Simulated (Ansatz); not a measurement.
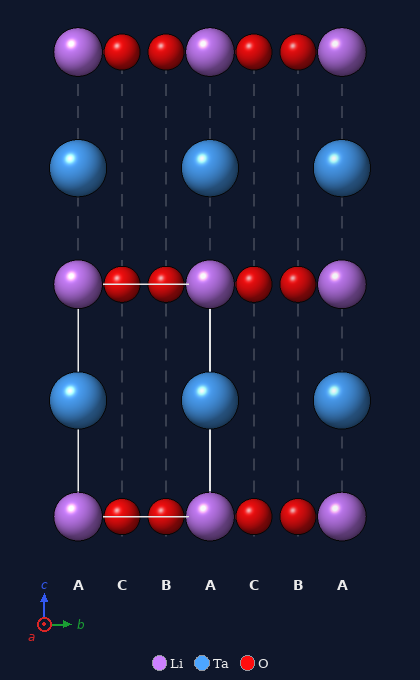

The picture looks along a close-packed row of the hexagonal mesh; c points upwards. The dashed lines mark the three columns A (0, 0), B (1/3, 2/3) and C (2/3, 1/3). The sequence starts with the first layer at or above the cell's origin.

LiTaO2: the geometry relaxed with DFT PBE, scalar-relativistic, plane waves, PAW in Ansatz 0.2.0; the starting structure was generated, so it need not be a known form of this composition.

**List the layers of one repeat.**

Li(A)+O(B)+O(C) – Ta(A) (two layers in 5.16 Å).

Heights of the layers:

| layer | atoms (column) | height (Å) | to next (Å) |
| --- | --- | --- | --- |
| 1 | Li(A)+O(B)+O(C) | 0.00 | 2.58 |
| 2 | Ta(A) | 2.58 | 2.58 |
